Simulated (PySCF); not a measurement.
# C3H3FS (SMILES FCC1=CS1) at CASSCF(8,8)/6-31G(d) (spherical functions)

What is the vertical singlet–triplet gap of C3H3FS at CASSCF(8,8)/6-31G* (spherical functions)? 

Program for the calculation: PySCF 2.14.0.

2 further runs of the same task are left out: 2 set aside as unsound or not needed.

### 1 Starting point

C3H3FS: 8 atoms, total charge 0, spin state singlet. As SMILES, `FCC1=CS1`. The shape is that of a PBE0-D4/def2-TZVP optimisation. This is one conformer, not always the lowest.

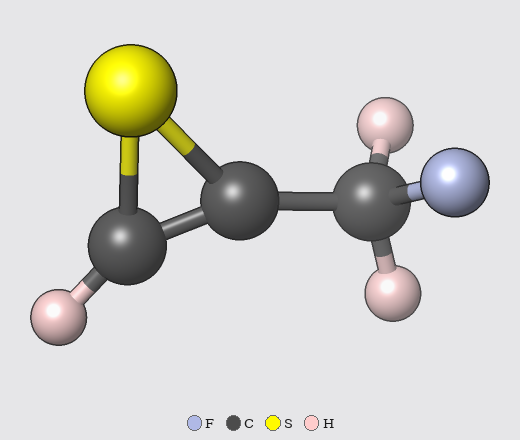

Viewed from a chosen angle; fluorine light blue, carbon dark grey, sulfur yellow, hydrogen pink.

### 2 A single-point energy at CASSCF(8,8)/6-31G(d) (spherical functions)

Contents of input.py:

```python
import numpy
from pyscf import gto, scf, mp, mcscf

mol = gto.Mole()
mol.atom = [
    ('F', (-0.195000, 1.657900, 1.248100)),
    ('C', (0.541600, 0.889100, 0.375800)),
    ('C', (-0.249000, -0.228300, -0.139300)),
    ('C', (-0.413600, -1.457200, -0.438900)),
    ('S', (-1.806800, -0.481900, -1.090600)),
    ('H', (1.422600, 0.509300, 0.902100)),
    ('H', (0.858000, 1.528900, -0.455500)),
    ('H', (-0.065800, -2.474800, -0.457600)),
]
mol.basis = '6-31g*'
mol.max_memory = 1860
mol.verbose = 3
mol.build()

mf = scf.RHF(mol)
mf.conv_tol = 1e-10
mf.kernel()
if not mf.converged:
    mf = mf.newton().run(mf.mo_coeff, mf.mo_occ)

pt = mp.MP2(scf.addons.convert_to_uhf(mf)).run()
noons, natorbs = mcscf.addons.make_natural_orbitals(pt)
print('natural occupations', numpy.round(noons[:40], 4))
cas = mcscf.CASSCF(mf, 8, 8)
cas.fix_spin_(ss=0.0)
cas.natorb = True
cas.kernel(natorbs)
e_final = cas.e_tot
print('E = %.10f Eh' % e_final)
```

Run with:

```console
$ OMP_NUM_THREADS=1 python input.py
```

Log:

```text
converged SCF energy = -612.179859221784
E(UMP2) = -612.861779561628  E_corr = -0.681920339844243
E(SCS-UMP2) = -612.842262155167  E_corr = -0.66240293338285
natural occupations [2.     1.9999 1.9999 1.9998 1.9998 1.9998 1.9998 1.9997 1.9997 1.9906
 1.9849 1.9816 1.9775 1.9768 1.9767 1.9722 1.9704 1.9687 1.9633 1.9596
 1.945  1.9387 1.9301 0.0547 0.0512 0.0346 0.0308 0.0245 0.0202 0.0191
 0.017  0.0147 0.0137 0.0133 0.0128 0.0117 0.0102 0.01   0.01   0.009 ]
CASSCF energy = -612.287196532854
CASCI E = -612.287196532854  E(CI) = -13.3447539935381  S^2 = 0.0000000
E = -612.2871965329 Eh
```

Wall time 18 s (1 thread of Arm Neoverse V1, shared host); peak memory 0.26 GiB.

### 3 The triplet at the same level

Contents of calc.py:

```python
import numpy
from pyscf import gto, scf, mp, mcscf

molecule = gto.M(
    atom='''
F     -0.195000     1.657900     1.248100
C      0.541600     0.889100     0.375800
C     -0.249000    -0.228300    -0.139300
C     -0.413600    -1.457200    -0.438900
S     -1.806800    -0.481900    -1.090600
H      1.422600     0.509300     0.902100
H      0.858000     1.528900    -0.455500
H     -0.065800    -2.474800    -0.457600
''',
    max_memory=1860,
    verbose=3,
    spin=2,
    basis='6-31g*',
    charge=0,
)

mf = molecule.ROHF()
mf.conv_tol = 1e-10
mf.kernel()
if not mf.converged:
    mf = mf.newton().run(mf.mo_coeff, mf.mo_occ)

pt = mp.MP2(scf.addons.convert_to_uhf(mf)).run()
noons, natorbs = mcscf.addons.make_natural_orbitals(pt)
print('natural occupations', numpy.round(noons[:40], 4))
cas = mcscf.CASSCF(mf, 8, 8)
cas.fix_spin_(ss=2.0)
cas.natorb = True
cas.kernel(natorbs)
energy = cas.e_tot
print('E = %.10f Eh' % energy)
```

Run with:

```console
$ OMP_NUM_THREADS=1 python calc.py
```

Log:

```text
converged SCF energy = -612.079226183787
E(UMP2) = -612.745081530023  E_corr = -0.66585534623668
E(SCS-UMP2) = -612.721698045447  E_corr = -0.64247186166035
natural occupations [2.     1.9999 1.9999 1.9998 1.9998 1.9998 1.9998 1.9998 1.9997 1.9906
 1.9851 1.9816 1.9773 1.9769 1.9763 1.9726 1.9706 1.9642 1.9608 1.9484
 1.9436 1.9383 1.0087 0.9918 0.051  0.0394 0.0314 0.0237 0.0196 0.0176
 0.0165 0.0142 0.0138 0.0128 0.0121 0.0116 0.0112 0.0095 0.0089 0.0087]
CASSCF energy = -612.153639400054
CASCI E = -612.153639400054  E(CI) = -13.4227052112583  S^2 = 2.0000000
E = -612.1536394001 Eh
```

Wall time 21 s (1 thread of Arm Neoverse V1, shared host); peak memory 0.28 GiB.

### 4 Summary of results

Level: CASSCF(8,8)/6-31G* (spherical functions).

| quantity | value |
| --- | --- |
| singlet: total energy | -612.28720 Eh |
| singlet: dipole moment (Hartree–Fock density) | 3.61 D |
| singlet: HOMO energy (Hartree–Fock orbitals) | -8.20 eV |
| singlet: LUMO energy (Hartree–Fock orbitals) | 3.50 eV |
| singlet: HOMO–LUMO gap (Hartree–Fock orbitals) | 11.70 eV |
| triplet: total energy | -612.15364 Eh |
| triplet: dipole moment (Hartree–Fock density) | 2.49 D |
| vertical energy of the triplet above the singlet | 3.634 eV |

What this shows: At this shape the triplet lies 3.63 eV (351 kJ/mol) above the singlet.
